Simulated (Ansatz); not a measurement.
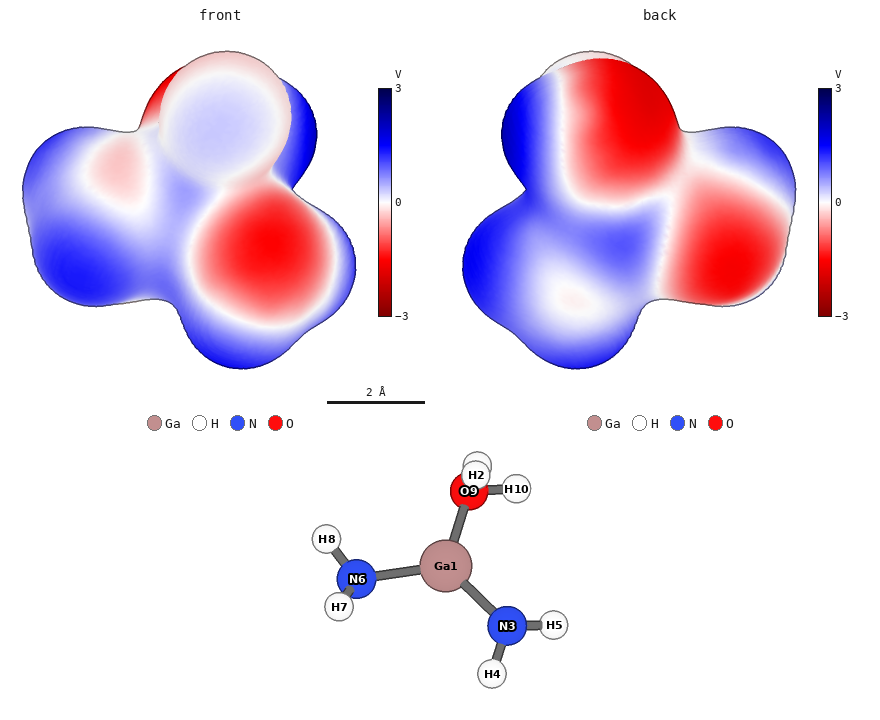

Figure 1: GaH5N2O···H2. The electrostatic potential painted on the density surface at 0.002 e/bohr³, seen from the front and from behind; the colour scale runs from red (negative) to blue (positive). The bare structure is drawn below in the same view.

Not at a stationary point (largest force 2.0 eV/Å).

Theory: RKS PBE/def2-SVP in Ansatz.

```yaml
atoms:
  - { symbol: Ga, position_ang: [0.0214, 0.6856, -0.4202] }
  - { symbol: H, position_ang: [-0.0737, -0.1392, 2.2267] }
  - { symbol: N, position_ang: [1.6194, -0.1788, -0.7207] }
  - { symbol: H, position_ang: [1.6853, -0.7405, -1.5745] }
  - { symbol: H, position_ang: [2.4838, 0.3584, -0.6102] }
  - { symbol: N, position_ang: [-1.5643, 0.1034, -1.1297] }
  - { symbol: H, position_ang: [-1.6873, -0.8923, -1.3279] }
  - { symbol: H, position_ang: [-2.4256, 0.4880, -0.7323] }
  - { symbol: O, position_ang: [-0.0919, 2.1950, 0.5561] }
  - { symbol: H, position_ang: [0.7785, 2.5489, 0.8116] }
  - { symbol: H, position_ang: [-0.1123, 0.5622, 2.0523] }
```

Question: Describe the electrostatic potential map.

Answer: The most negative region (about −1.8 V, or −42 kcal/mol for a unit charge) lies over O9, the most positive (about +2.0 V, or +46 kcal/mol for a unit charge) over H10. O9 is the likeliest acceptor of a hydrogen bond.
